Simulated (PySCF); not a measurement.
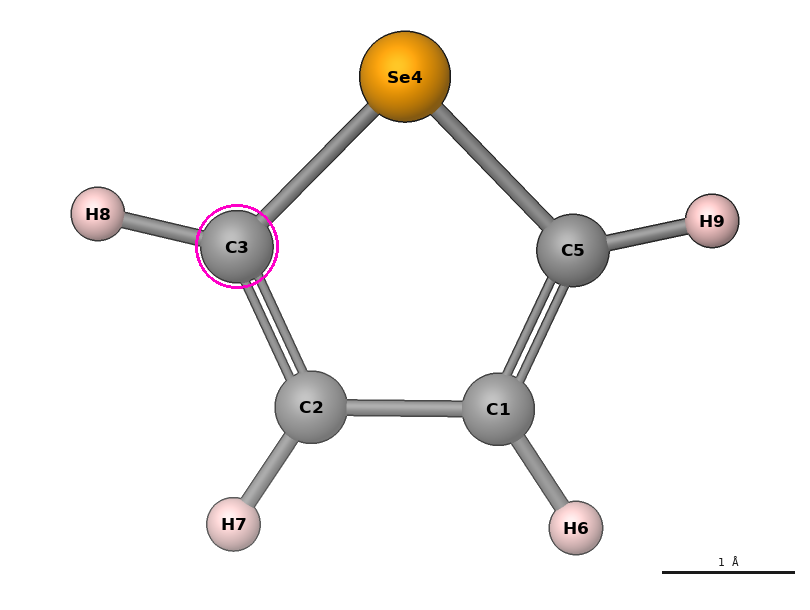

Orthographic view. Distant atoms are faded towards the background colour. The geometry was computed by an optimisation with PBE0-D3(BJ)/def2-SVP. No frequency run is at hand to confirm it as a minimum.

> Name the neighbours of the circled atom.

The circled atom is C3; it is bonded to C2, Se4, H8.

> What is the shortest path along bonds from the circled atom to H9?

C3–Se4–C5–H9, 3 bonds; through space the two are 3.64 Å apart.

> Which two atoms are farthest apart in space?

H8 and H9, 4.69 Å.
